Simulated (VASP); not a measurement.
Band structure of SiC (zinc blende). All values below come from SCAN meta-GGA, VASP's PBE PAW potentials (set 64) (plane waves; VASP 6.6.1).

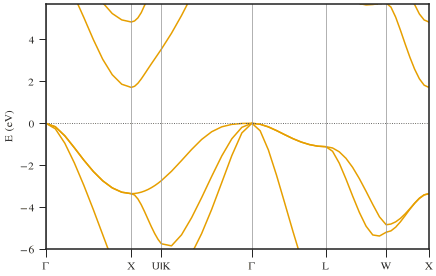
Fig. 1. Bands along high-symmetry lines, zero at the valence-band maximum or, without a gap, the Fermi level

**Question.** Read the plot: is there a gap, and where are the band edges?

**Answer.** The gap is indirect, 1.71 eV, from the valence maximum at Γ to the conduction minimum at X.

Measured: gap 2.53 eV (computed value off by -0.82 eV), as given by Wei Chen et al., Physical Review Materials (2018), doi:10.1103/physrevmaterials.2.073803 [zero-point renormalisation of 0.11 eV added back (the table's ZPR column)].

The compound is SiC in the zinc blende structure. It was relaxed first.
